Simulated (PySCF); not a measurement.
```csv
atom,x (Å),y (Å),z (Å)
Ga,0.0000,0.0000,-1.3495
Ga,0.0000,0.0000,1.3495
```

The calculation used PySCF, PBE0/def2-TZVPP, non-relativistic Hamiltonian with scalar-relativistic core potentials where named, at a bond length of 2.699 Å.

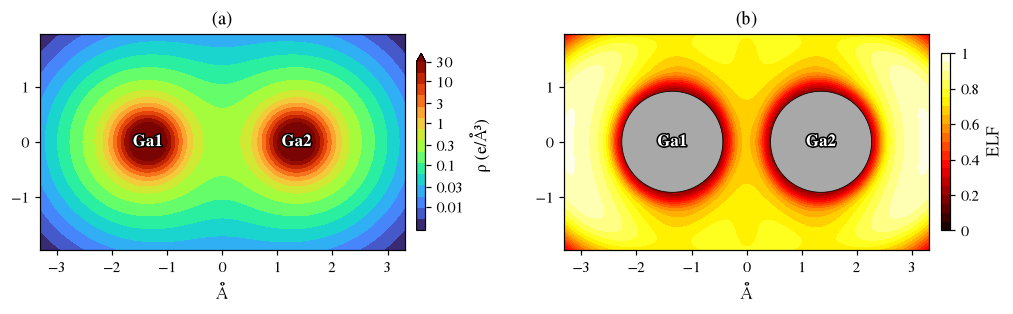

Ga2 (triplet). (a) electron density; (b) ELF on a plane that holds the molecular axis. Grey discs cover the atomic cores in the ELF map.

> What does the map show?

Atoms in the plane: Ga.
Ga–Ga (2.70 Å): ρ is about 0.3 e/Å³ halfway; the ELF peaks at about 0.65 between the atoms.
